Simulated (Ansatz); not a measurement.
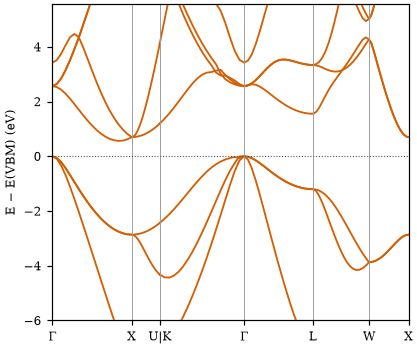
Figure. Band structure from DFT-PBE+D3(BJ) in the program Ansatz with PAW potentials

Question: Read off the gap and where the band edges lie.

Answer: About 0.6 eV (0.56 eV by a search for the band edges); maximum at Γ, minimum on the Γ–X line, 84 % of the way from Γ.

The material is Si (diamond, space group No. 227).

Space group Fd-3m (diamond). Symmetry was held in the PBE+D3(BJ) relaxation.

Potentials: the later of the program's two PAW sets.
